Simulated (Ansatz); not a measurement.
# AlF₃ + SiHF₃: a complex and its separated parts

Aim: how far the complex at one end of a reaction step lies below its separated, relaxed parts, level by level.

Program: Ansatz 0.2.0, Gaussian basis. Level of theory: PBE0-D4/def2-TZVP structures, single points in def2-TZVPP, no counterpoise correction. These are calculated values, not measurements.

Levels: SPW92, PBE-D4, BLYP-D4, r2SCAN-D4, B97M-V, PBE0-D4, B3LYP-D4, r2SCAN0-D4, BHLYP-D4, CAM-B3LYP-D4, wB97X-V, wB97M-V, B2PLYP, PBE-QIDH, RPA on PBE, Hartree-Fock, MP2, CCSD, CCSD(T).

Cores are frozen in the correlated methods. B3LYP uses VWN-RPA correlation. B2PLYP carries no dispersion term here.

94 further runs of the same task are left out: 94 set aside as unsound or not needed.

**1. The starting structure**

The complex: 9 atoms, charge 0, spin multiplicity 1.

Atoms are counted from 1 here; the program's logs count them from 0.

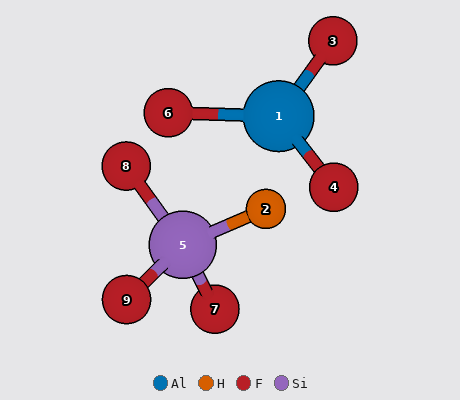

The starting geometry (aluminium blue, hydrogen orange, fluorine red, silicon purple); atoms are numbered from 1 in the order of the file.

As a file:

```xyz
9
charge 0, multiplicity 1
Al   -1.6419   -0.4324   -0.6522
H     0.4545    0.0301   -0.6322
F    -1.4276   -1.9179   -1.2919
F    -2.0306    0.8304   -1.6093
Si    1.3274    0.3496    0.5245
F    -1.6419   -0.2450    0.9753
F     2.7578    0.5935   -0.0636
F     1.3729   -0.8560    1.5154
F     0.8293    1.6479    1.2338
```

Its parts: AlF₃ holds atoms 1, 3, 4, 6; SiHF₃ holds atoms 2, 5, 7, 8, 9. Each part counts its atoms afresh in its own runs.

**2. Relaxing AlF₃ alone**

Contents of relax-a/in.yaml:

```yaml
crystal:
  periodic: [false, false, false]
  atoms:
    - {symbol: Al, position_ang: [-1.641892, -0.432440, -0.652193]}
    - {symbol: F, position_ang: [-1.427573, -1.917938, -1.291936]}
    - {symbol: F, position_ang: [-2.030649, 0.830373, -1.609251]}
    - {symbol: F, position_ang: [-1.641908, -0.245019, 0.975339]}
basis:
  gaussian: {orbitals: def2-TZVP}
hamiltonian: {xc: pbe0, dispersion: d4}
relax: {f_tol: 0.005, max_steps: 200}
```

Launch:

```
ansatz run in.yaml --threads 4 --pin off --events-out ev --progress --plain --max-ram 46080MiB --backend cpu
```

Further steps of the session: Relaxing SiHF₃ alone; SPW92/def2-TZVPP; PBE-D4/def2-TZVPP; BLYP-D4/def2-TZVPP; r2SCAN-D4/def2-TZVPP; B97M-V/def2-TZVPP; PBE0-D4/def2-TZVPP; B3LYP-D4/def2-TZVPP; r2SCAN0-D4/def2-TZVPP; BHLYP-D4/def2-TZVPP; CAM-B3LYP-D4/def2-TZVPP; wB97X-V/def2-TZVPP; wB97M-V/def2-TZVPP; B2PLYP/def2-TZVPP; PBE-QIDH/def2-TZVPP; RPA on PBE/def2-TZVPP; CCSD(T)/def2-TZVPP; CCSD(T)/def2-QZVPP; Vibrations of AlF₃; Vibrations of SiHF₃.

What does the calculation give? Wanted: complex less parts, CCSD(T)/def2-TZVPP; with zero-point energy; largest T1 diagnostic.

**Answer**, as computed:

| quantity | value |
| --- | --- |
| complex less parts, CCSD(T)/def2-TZVPP | -0.070 eV |
| with zero-point energy | -0.047 eV |
| largest T1 diagnostic | 0.013 |

What this shows: At CCSD(T) the complex lies 0.070 eV below its parts. Among the functionals PBE-QIDH lands nearest to CCSD(T) (+0.011 eV) and SPW92 farthest (-0.188 eV). Mean unsigned error by rung: LDA 0.188, GGA 0.067, meta-GGA 0.101, hybrid 0.060, range-separated hybrid 0.041, double hybrid 0.033 eV. PBE-D4 gives a relative energy 0.082 eV too low, an error of 118 % of the reference. No counterpoise was applied, and triple zeta lacks some correlation, so the CCSD(T) reference has a basis error of its own, and close matches with it are partly luck.
